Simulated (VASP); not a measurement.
Band structure of PtSe2 (1T layered). Calculation: revTPSS meta-GGA, VASP's PBE PAW potentials (set 64) (plane waves; VASP).

Without a dispersion term in the relaxation, distances and binding between the weakly bound layers, chains or molecules are unreliable, and so is what depends on them.  Unless said otherwise, spin-orbit coupling is left out, though it shifts the bands of the heavy elements here.

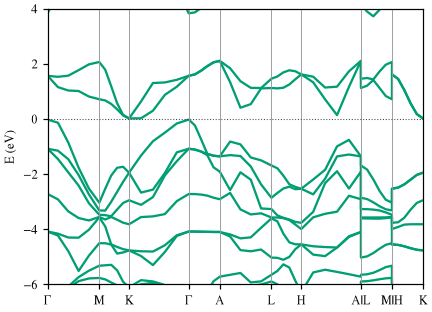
Bands along high-symmetry lines, zero at the valence-band maximum or, without a gap, the Fermi level

Read the plot: is there a gap, and where are the band edges?

It has no gap at this level: it comes out as a metal or semimetal.

The compound is PtSe2 in the 1T layered structure. It was relaxed first, which changed the volume by +6 %.
